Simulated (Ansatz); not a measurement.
Run report: Si$_{2}$H$_{6}$O$_{2}$ (charge +1), geometry relaxation (part 1 of 2)

Si$_{2}$H$_{6}$O$_{2}$, charge +1, multiplicity 2, computed with HF/STO-3G, UHF (Ansatz 0.2.0).

The starting geometry was optimised with HF/STO-3G. Figures and captions count atoms from 1; the log counts them from 0 in places.

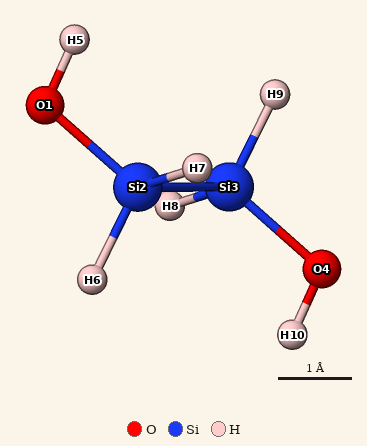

Fig. 1: The starting structure (ball-and-stick view, seen at a tilt; atoms are numbered from 1 in the order of the input).

Summary:

```csv
quantity,value
outcome,converged
total energy,−722.212809 hartree
basis functions,34
largest force,0.005 eV/Å
⟨S²⟩,0.757
SCF solution under orbital rotations,stable
hardware,"1 thread of Arm Neoverse V1, 24 GiB of memory available, shared host"
wall time,32 s
peak memory,0.095 GiB
```

Input file:
```yaml
crystal:
  periodic: [false, false, false]
  atoms:
    - symbol: O
      position_ang: [-1.077527, 1.864103, 1.036377]
    - symbol: Si
      position_ang: [0.104790, 0.653083, 0.927820]
    - symbol: Si
      position_ang: [-0.139117, -0.640670, -0.915456]
    - symbol: O
      position_ang: [1.041663, -1.853314, -1.022637]
    - symbol: H
      position_ang: [-0.899286, 2.512621, 0.314552]
    - symbol: H
      position_ang: [-0.039770, -0.124941, 2.111910]
    - symbol: H
      position_ang: [1.402039, 1.247916, 0.950463]
    - symbol: H
      position_ang: [-1.437151, -1.233746, -0.939209]
    - symbol: H
      position_ang: [0.007609, 0.136892, -2.099581]
    - symbol: H
      position_ang: [0.861949, -2.501343, -0.300741]
basis:
  gaussian:
    orbitals: STO-3G
total_charge: 1
magnetization:
  spin_polarized: true
  initial_magnetization: 1
hamiltonian:
  xc: hf
relax: {}
```

Run as:
```bash
ansatz run job.yaml --threads 1 --pin off --max-ram 3480MiB --events-out events.jsonl --progress --plain --runs-dir runs
```

What the program printed:
```
The last accepted step is kept in runs//last_step.txt (removed where the run ends without a failure and the disk answers)
Functional definition: HF
  name "HF"
  exchange = exact_x
  correlation = 0
460 factors; integrals over basis functions are off by at most 7.6e-6 eV
mean field evaluation 1: about -19644.4291 eV, gradient 2.8e1 eV
mean field evaluation 2: about -19644.4883 eV, gradient 2.8e1 eV
mean field evaluation 4: about -19650.6233 eV, gradient 2.2e0 eV
mean field evaluation 8: about -19650.9866 eV, gradient 3.0e-1 eV
mean field evaluation 16: about -19650.9905 eV, gradient 1.2e-2 eV
mean field evaluation 32: about -19650.9488 eV, gradient 1.6e0 eV
mean field evaluation 64: about -19649.6052 eV, gradient 1.1e1 eV
mean field evaluation 96: about -19645.8828 eV, gradient 8.1e0 eV
mean field -19651.54673919 eV, -722.1810223685 hartree, gradient 7.2e-5 eV, S^2 0.758812; 3 other end points of the search recorded, 0 dependent functions left out
the calculation of the forces begins
reference -19651.54673919 eV, -722.1810223685 hartree; 25, 24 occupied and 9, 10 virtual orbitals, 460 factors
relax step   1: F+E_penalty+E_count = -19651.54673919 eV  Δ(F+E_penalty+E_count) = +0.000e0 eV  max|allowed force component| = 4.007e0 eV/Å  Δτ_max = 0.0000 Å  (219 SCF iters, accepted)
these checks for a lower state are left out or cut short: starts, cluster_reference, orbital_swaps, neighbouring_geometries, increment
460 factors; integrals over basis functions are off by at most 1.6e-5 eV
mean field evaluation 128: about -19651.1782 eV, gradient 6.9e0 eV
mean field -19652.03835423 eV, -722.1990888879 hartree, gradient 2.0e-5 eV, S^2 0.757987; 1 other end points of the search recorded, 0 dependent functions left out
[... from here on the field's lines of each further geometry are left out, up to the last ...]
relax step   2: F+E_penalty+E_count = -19652.03835423 eV  Δ(F+E_penalty+E_count) = -4.916e-1 eV  max|allowed force component| = 2.878e0 eV/Å  Δτ_max = 0.1946 Å  (92 SCF iters, accepted)
relax step   3: F+E_penalty+E_count = -19652.25268451 eV  Δ(F+E_penalty+E_count) = -2.143e-1 eV  max|allowed force component| = 1.538e0 eV/Å  Δτ_max = 0.1942 Å  (82 SCF iters, accepted)
relax step   4: F+E_penalty+E_count = -19652.11536098 eV  Δ(F+E_penalty+E_count) = +1.373e-1 eV  max|allowed force component| = 1.904e0 eV/Å  Δτ_max = 0.2000 Å  (68 SCF iters, rejected (line search))
relax step   5: F+E_penalty+E_count = -19652.34282811 eV  Δ(F+E_penalty+E_count) = -9.014e-2 eV  max|allowed force component| = 3.016e-1 eV/Å  Δτ_max = 0.0902 Å  (83 SCF iters, accepted)
relax step   6: F+E_penalty+E_count = -19652.35451949 eV  Δ(F+E_penalty+E_count) = -1.169e-2 eV  max|allowed force component| = 1.793e-1 eV/Å  Δτ_max = 0.0552 Å  (87 SCF iters, accepted)
relax step   7: F+E_penalty+E_count = -19652.36037387 eV  Δ(F+E_penalty+E_count) = -5.854e-3 eV  max|allowed force component| = 5.173e-1 eV/Å  Δτ_max = 0.0942 Å  (87 SCF iters, accepted)
relax step   8: F+E_penalty+E_count = -19652.36442670 eV  Δ(F+E_penalty+E_count) = -4.053e-3 eV  max|allowed force component| = 2.230e-1 eV/Å  Δτ_max = 0.1049 Å  (85 SCF iters, accepted)
relax step   9: F+E_penalty+E_count = -19652.25935559 eV  Δ(F+E_penalty+E_count) = +1.051e-1 eV  max|allowed force component| = 1.375e0 eV/Å  Δτ_max = 0.1581 Å  (85 SCF iters, rejected (line search))
relax step  10: F+E_penalty+E_count = -19652.37050042 eV  Δ(F+E_penalty+E_count) = -6.074e-3 eV  max|allowed force component| = 1.182e-1 eV/Å  Δτ_max = 0.0790 Å  (87 SCF iters, accepted)
relax step  11: F+E_penalty+E_count = -19652.37232026 eV  Δ(F+E_penalty+E_count) = -1.820e-3 eV  max|allowed force component| = 1.526e-1 eV/Å  Δτ_max = 0.0292 Å  (69 SCF iters, accepted)
relax step  12: F+E_penalty+E_count = -19652.37328267 eV  Δ(F+E_penalty+E_count) = -9.624e-4 eV  max|allowed force component| = 1.258e-1 eV/Å  Δτ_max = 0.0244 Å  (75 SCF iters, accepted)
relax step  13: F+E_penalty+E_count = -19652.37473987 eV  Δ(F+E_penalty+E_count) = -1.457e-3 eV  max|allowed force component| = 2.556e-1 eV/Å  Δτ_max = 0.0614 Å  (87 SCF iters, accepted)
relax step  14: F+E_penalty+E_count = -19652.37633965 eV  Δ(F+E_penalty+E_count) = -1.600e-3 eV  max|allowed force component| = 2.310e-1 eV/Å  Δτ_max = 0.0393 Å  (74 SCF iters, accepted)
relax step  15: F+E_penalty+E_count = -19652.37832604 eV  Δ(F+E_penalty+E_count) = -1.986e-3 eV  max|allowed force component| = 4.392e-1 eV/Å  Δτ_max = 0.0776 Å  (83 SCF iters, accepted)
relax step  16: F+E_penalty+E_count = -19652.38054064 eV  Δ(F+E_penalty+E_count) = -2.215e-3 eV  max|allowed force component| = 6.032e-1 eV/Å  Δτ_max = 0.0685 Å  (83 SCF iters, accepted)
relax step  17: F+E_penalty+E_count = -19652.38166095 eV  Δ(F+E_penalty+E_count) = -1.120e-3 eV  max|allowed force component| = 7.831e-1 eV/Å  Δτ_max = 0.2000 Å  (92 SCF iters, accepted)
relax step  18: F+E_penalty+E_count = -19652.16088552 eV  Δ(F+E_penalty+E_count) = +2.208e-1 eV  max|allowed force component| = 1.809e0 eV/Å  Δτ_max = 0.2000 Å  (90 SCF iters, rejected (line search))
relax step  19: F+E_penalty+E_count = -19652.40161528 eV  Δ(F+E_penalty+E_count) = -1.995e-2 eV  max|allowed force component| = 3.398e-1 eV/Å  Δτ_max = 0.0979 Å  (82 SCF iters, accepted)
relax step  20: F+E_penalty+E_count = -19652.40550294 eV  Δ(F+E_penalty+E_count) = -3.888e-3 eV  max|allowed force component| = 2.460e-1 eV/Å  Δτ_max = 0.1000 Å  (81 SCF iters, accepted)
relax step  21: F+E_penalty+E_count = -19652.40348668 eV  Δ(F+E_penalty+E_count) = +2.016e-3 eV  max|allowed force component| = 2.076e-1 eV/Å  Δτ_max = 0.1296 Å  (79 SCF iters, rejected (line search))
relax step  22: F+E_penalty+E_count = -19652.41077329 eV  Δ(F+E_penalty+E_count) = -5.270e-3 eV  max|allowed force component| = 1.391e-1 eV/Å  Δτ_max = 0.0637 Å  (83 SCF iters, accepted)
relax step  23: F+E_penalty+E_count = -19652.40973172 eV  Δ(F+E_penalty+E_count) = +1.042e-3 eV  max|allowed force component| = 1.033e-1 eV/Å  Δτ_max = 0.0243 Å  (70 SCF iters, rejected (line search))
relax step  24: F+E_penalty+E_count = -19652.41124315 eV  Δ(F+E_penalty+E_count) = -4.699e-4 eV  max|allowed force component| = 1.674e-2 eV/Å  Δτ_max = 0.0063 Å  (73 SCF iters, accepted)
relax step  25: F+E_penalty+E_count = -19652.41135176 eV  Δ(F+E_penalty+E_count) = -1.086e-4 eV  max|allowed force component| = 6.800e-3 eV/Å  Δτ_max = 0.0141 Å  (74 SCF iters, accepted)
relax step  26: F+E_penalty+E_count = -19652.41144075 eV  Δ(F+E_penalty+E_count) = -8.899e-5 eV  max|allowed force component| = 8.385e-2 eV/Å  Δτ_max = 0.0371 Å  (71 SCF iters, accepted)
relax step  27: F+E_penalty+E_count = -19652.41153867 eV  Δ(F+E_penalty+E_count) = -9.792e-5 eV  max|allowed force component| = 3.570e-2 eV/Å  Δτ_max = 0.0028 Å  (70 SCF iters, accepted)
relax step  28: F+E_penalty+E_count = -19652.41161040 eV  Δ(F+E_penalty+E_count) = -7.173e-5 eV  max|allowed force component| = 6.005e-3 eV/Å  Δτ_max = 0.0154 Å  (73 SCF iters, accepted)
relax step  29: F+E_penalty+E_count = -19652.41164721 eV  Δ(F+E_penalty+E_count) = -3.681e-5 eV  max|allowed force component| = 4.776e-2 eV/Å  Δτ_max = 0.0278 Å  (68 SCF iters, accepted)
relax step  30: F+E_penalty+E_count = -19652.41168054 eV  Δ(F+E_penalty+E_count) = -3.333e-5 eV  max|allowed force component| = 1.681e-2 eV/Å  Δτ_max = 0.0031 Å  (70 SCF iters, accepted)
the calculation of the forces begins
reference -19652.41169352 eV, -722.2128088538 hartree; 25, 24 occupied and 9, 10 virtual orbitals, 460 factors
relax step  31: F+E_penalty+E_count = -19652.41169352 eV  Δ(F+E_penalty+E_count) = -1.298e-5 eV  max|allowed force component| = 4.191e-3 eV/Å  Δτ_max = 0.0045 Å  (69 SCF iters, accepted)
460 factors; integrals over basis functions are off by at most 1.7e-5 eV
mean field evaluation 544: about -19651.6294 eV, gradient 5.6e0 eV
mean field evaluation 576: about -19652.1992 eV, gradient 8.8e-1 eV
mean field evaluation 608: about -19652.2018 eV, gradient 1.6e0 eV
mean field evaluation 640: about -19652.2992 eV, gradient 5.5e-1 eV
```

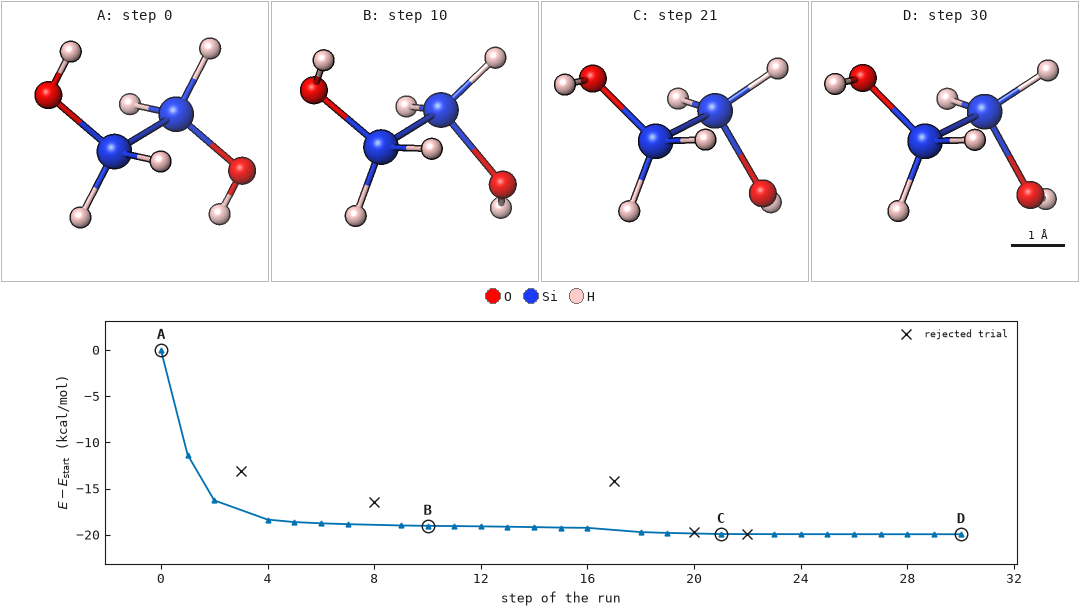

Fig. 2: Frames of the relaxation (ball-and-stick view, seen at a tilt) above the curves, on which the letters mark them (the first geometry is step 0 here and step 1 in the log).

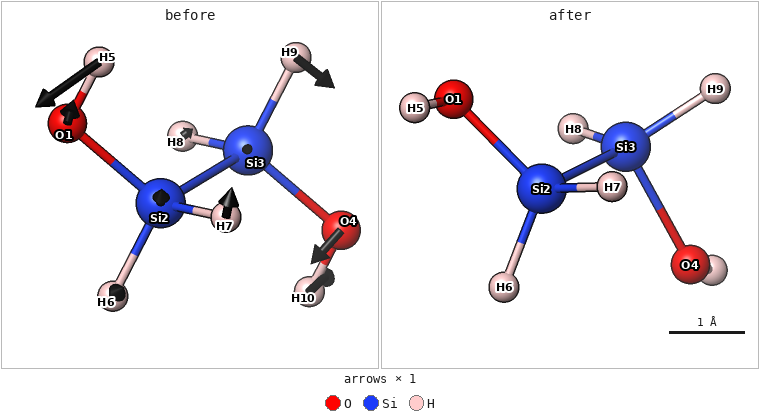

Fig. 3: Before (left) and after (right) the relaxation, at one scale (ball-and-stick view, seen at a tilt). The black arrows give the displacements, at true length. The energy falls by 19.9 kcal/mol in 30 geometry steps. Largest force component: 4 eV/Å at the start, 0.0042 eV/Å at the end. The line search rejected the trial steps at points 3, 8, 17, 20, 22 (counted from 0) and went back. The atom that moves furthest after the best rigid fit is H5 (1.10 Å). By element the largest moves are H 1.10 Å, O 0.62 Å, Si 0.27 Å. Distances before and after: Si3–O4 1.696 → 1.879 Å, O4–H10 0.987 → 1.012 Å, Si2–Si3 2.265 → 2.289 Å, O1–Si2 1.696 → 1.679 Å. Among the angles that change: O4–Si3–H8 109.6° → 96.8°, Si3–O4–H10 107.3° → 118.4°, O1–Si2–Si3 112.6° → 101.7°. (Atoms are counted from 1 in the order of the input.)

```
mean field -19652.41169352 eV, -722.2128088538 hartree, gradient 1.4e-5 eV, S^2 0.756664; 4 other end points of the search recorded, 0 dependent functions left out
the calculation of the forces begins
reference -19652.41169352 eV, -722.2128088538 hartree; 25, 24 occupied and 9, 10 virtual orbitals, 460 factors
Total energy: -19652.41169352 eV, -722.2128088538 hartree
Atom 0 at    -1.212799     1.898574     0.692233 Å, force    -0.001052     0.000678     0.000957 eV/Å
Atom 1 at     0.148905     0.926813     0.830551 Å, force     0.004191     0.001089    -0.001190 eV/Å
Atom 2 at    -0.156068    -0.550439    -0.891531 Å, force    -0.002602     0.000723     0.002196 eV/Å
Atom 3 at     0.883427    -2.052907    -0.452848 Å, force     0.000443     0.004047     0.002150 eV/Å
Atom 4 at    -1.162483     2.616096     1.364148 Å, force     0.000529    -0.002138    -0.001604 eV/Å
Atom 5 at     0.203451     0.151026     2.024404 Å, force    -0.000834    -0.000029    -0.000682 eV/Å
Atom 6 at     1.385203     1.596174     0.602948 Å, force    -0.000351     0.000352     0.001370 eV/Å
Atom 7 at    -1.394314    -1.241391    -1.051371 Å, force    -0.000537    -0.000645    -0.000918 eV/Å
Atom 8 at     0.466314    -0.346513    -2.160185 Å, force     0.000323    -0.000063    -0.000101 eV/Å
Atom 9 at     0.663563    -2.936833    -0.894851 Å, force    -0.000110    -0.004016    -0.002178 eV/Å
Dipole moment:     0.402105    -1.106587    -0.371800 e Å
```

Trajectory as extended XYZ (Å, eV, eV/Å), 21 of the 31 frames kept, from step=1 to step=31:
```
10
Properties=species:S:1:pos:R:3:forces:R:3 step=1 energy=-19651.54674
O    -1.0775    1.8641    1.0364    0.2553  -0.7328  -0.5975
Si    0.1048    0.6531    0.9278    0.2560   1.2924   1.8694
Si   -0.1391   -0.6407   -0.9155   -3.1897   4.0071  -0.7159
O     1.0417   -1.8533   -1.0226    1.6533  -1.2259  -0.5322
H    -0.8993    2.5126    0.3146   -0.0790   0.2032   0.0507
H    -0.0398   -0.1249    2.1119   -0.0588  -0.3620  -0.2813
H     1.4020    1.2479    0.9505    0.0759  -0.2549  -0.4154
H    -1.4372   -1.2337   -0.9392    0.3576  -0.7865  -0.0068
H     0.0076    0.1369   -2.0996    0.3386  -0.3563  -0.1993
H     0.8619   -2.5013   -0.3007    0.3906  -1.7844   0.8283
10
Properties=species:S:1:pos:R:3:forces:R:3 step=3 energy=-19652.25268
O    -1.1377    1.8935    1.0593    0.8629  -0.2772  -0.4407
Si    0.1109    0.7365    0.9772   -0.7058   0.4278  -0.0049
Si   -0.2191   -0.5312   -0.9336   -1.1307   0.9584  -0.0572
O     1.0601   -1.8036   -0.8934    0.2318  -1.5376   0.6952
H    -0.8757    2.6551    0.4746   -0.1575  -0.3050   0.3583
H    -0.0376   -0.1833    2.0598    0.1272   0.1388  -0.1179
H     1.4301    1.2723    0.8615   -0.1023  -0.0588   0.0717
H    -1.3724   -1.3911   -0.9892    0.3634   0.1656  -0.0096
H     0.0537    0.0485   -2.2151    0.0538  -0.1935   0.1520
H     0.8129   -2.6361   -0.3376    0.4572   0.6814  -0.6470
10
Properties=species:S:1:pos:R:3:forces:R:3 step=4 energy=-19652.11536 accepted=F
O    -1.1680    1.9215    1.0418   -0.4758   0.9033  -0.0677
Si    0.0681    0.8329    0.9805    0.8908  -1.0636   0.5629
Si   -0.2703   -0.4380   -0.8644    0.8120  -1.9035  -1.7061
O     1.0315   -1.9188   -0.9297   -0.4476   0.2169   0.6776
H    -0.8774    2.7363    0.5631   -0.2430  -0.0967   0.2475
H    -0.0015   -0.1845    1.9794   -0.1189   0.4430   0.2110
H     1.3854    1.3576    0.8811    0.0352   0.1330  -0.0529
H    -1.3221   -1.4118   -0.9569   -0.1468   0.5099   0.0868
H     0.1368   -0.0313   -2.1882   -0.3384   0.0931   0.4097
H     0.8426   -2.8033   -0.4432    0.0327   0.7647  -0.3688
```
